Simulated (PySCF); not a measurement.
**EPR calculation, with input and output: C9H7**

The run: EPR calculation of C9H7, multiplicity 2, SMILES C#Cc1ccc([CH2])cc1. Method and program: UKS B3LYP, pcH-1 on C H, non-relativistic, mean-field spin-orbit, GIAO (PySCF 2.14.0).

It belongs to a series of runs on one base structure; here: X = H replaced by ethynyl.

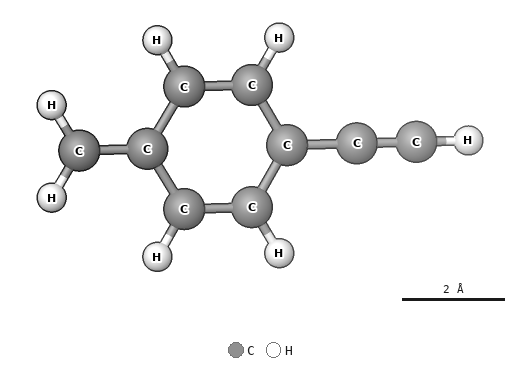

*The input geometry (ball-and-stick view, seen at a tilt).*

### Input file
```
{"job": {"kind": "epr", "basis": "pcH-1"}, "charge": 0, "multiplicity": 2}
C      3.794457    -0.280151    -0.641491
C      2.610811    -0.192267    -0.441677
C      1.228641    -0.089701    -0.208488
C      0.747272     0.515638     0.966764
C     -0.594230     0.615598     1.197745
C     -1.548401     0.115453     0.260947
C     -2.898784     0.214499     0.488271
C     -1.034432    -0.492989    -0.923866
C      0.308457    -0.591997    -1.146680
H      4.826227    -0.357306    -0.815472
H      1.459262     0.899489     1.683592
H     -0.958597     1.079449     2.102937
H     -3.282726     0.672250     1.382155
H     -3.613263    -0.163400    -0.220821
H     -1.736863    -0.878684    -1.648385
H      0.684571    -1.056936    -2.046940
```

The first line tells a small driver script what to run in PySCF; the rest is the geometry in Å.

Hardware: 1 CPU thread, shared host.

Launch command:
```bash
OMP_NUM_THREADS=1 python <driver script> task.json out
```

### Log
```
UKS, coarse grid
  cycle   1  E = -347.03144849  |g| = 3.19e-01
  cycle   2  E = -347.04313734  |g| = 2.91e-01
  cycle   3  E = -347.08743298  |g| = 4.18e-02
  cycle   4  E = -347.08767287  |g| = 4.14e-02
  cycle   5  E = -347.08870102  |g| = 1.12e-02
  cycle   6  E = -347.08878660  |g| = 8.39e-03
  cycle   7  E = -347.08885294  |g| = 3.85e-03
  cycle   8  E = -347.08886706  |g| = 2.01e-03
  cycle   9  E = -347.08887130  |g| = 5.49e-04
UKS, final grid
  cycle   1  E = -347.08887062  |g| = 7.11e-04
  cycle   2  E = -347.08887034  |g| = 1.13e-03
  cycle   3  E = -347.08887104  |g| = 1.35e-04
  cycle   4  E = -347.08887109  |g| = 1.37e-04
  cycle   5  E = -347.08887112  |g| = 6.46e-05
  cycle   6  E = -347.08887112  |g| = 2.32e-05
E = -347.08887112 Eh   <S^2> = 0.7876 (exact 0.7500)
g shifts (ppm)      1          2          3
  rmc          -142       -142       -142
  gc             -1         26         35
  oz_so           2        592        660
  total        -142        475        553
hyperfine (MHz)  atom isotope    a_iso     a_fc   dipolar eigenvalues
    0   13C      14.37      14.37    -14.52    -10.66     25.18
    1   13C     -24.96     -24.96     -8.73      0.25      8.48
    2   13C      28.79      28.79    -23.92    -22.61     46.54
    3   13C     -23.11     -23.11    -17.19      7.72      9.47
    4   13C      23.67      23.67    -18.50    -18.30     36.79
    5   13C     -40.15     -40.15    -21.68      8.77     12.91
    6   13C      54.93      54.93    -53.33    -52.19    105.51
    7   13C      23.67      23.67    -18.50    -18.30     36.79
    8   13C     -23.10     -23.10    -17.19      7.72      9.47
    9    1H     -13.65     -13.65     -6.47     -0.53      7.00
   10    1H       7.30       7.30     -2.24     -1.62      3.86
   11    1H     -15.65     -15.65     -6.18     -1.99      8.17
   12    1H     -41.96     -41.96    -24.62     -0.86     25.47
   13    1H     -41.96     -41.96    -24.61     -0.86     25.47
   14    1H     -15.65     -15.65     -6.17     -1.99      8.16
   15    1H       7.30       7.30     -2.24     -1.62      3.86
```

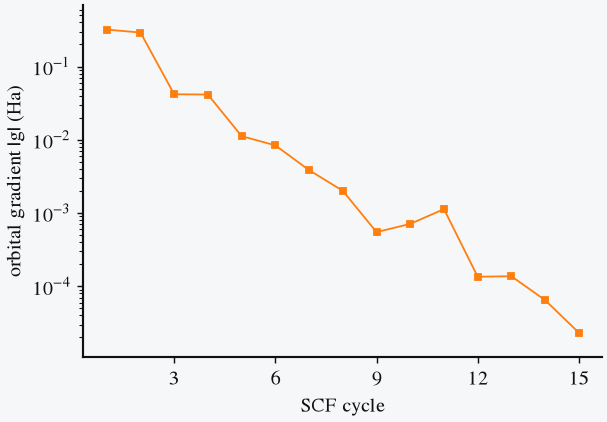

*Convergence of the self-consistent field: orbital gradient |g| against the SCF cycle.*

All cycles printed in the log are drawn one after another.

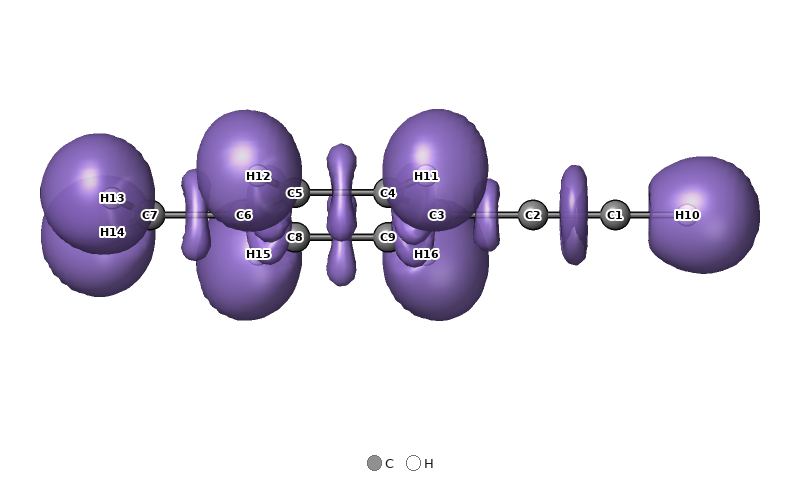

*Isosurface of the ELF at 0.85 (purple), seen from the side. Core shells and regions of very low density are left out.*

The ELF exceeds this value in nine regions between bonded C–C atoms (shared pairs) and seven regions around hydrogen nuclei. Profiles from the grid: C–C (1.20 Å): the ELF peaks at about 0.85 between the atoms; a double or triple bond.

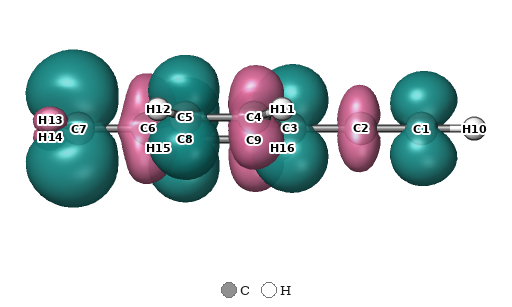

*Isosurfaces of the spin density at +0.015 (teal) and −0.015 e/Å³ (pink), seen from the side.*

The unpaired spin (1 electron) lies mostly on C7 (about 0.5), C3 (about 0.2), C5 (about 0.1), C8 (about 0.1) and C1 (about 0.1), in electrons by Hirshfeld's partition.

### Summary

- outcome: converged
- total energy: −347.088871 hartree
- ⟨S²⟩: 0.788
- isotropic g: 2.0026
- wall time: 3 min
- peak memory: 0.97 GiB
